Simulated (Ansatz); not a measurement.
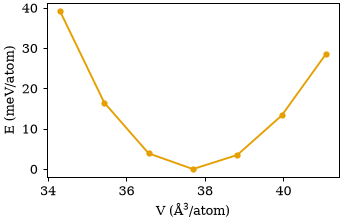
Fig. 1. SrTe (rock salt, space group No. 225) under volume change, the program Ansatz at the r²SCAN level (PAW), scaled uniformly.

Problem. What does a third-order Birch–Murnaghan fit give for V₀, B₀ and B′?

Solution. V₀ = 37.70 Å³/atom, B₀ = 34.9 GPa, B′ = 4.2.

Space group Fm-3m (rock salt). The cell was relaxed with r²SCAN under the symmetry of its start. Spin–orbit coupling is left out wherever it is not named.

Potentials: the later of the program's two PAW sets.
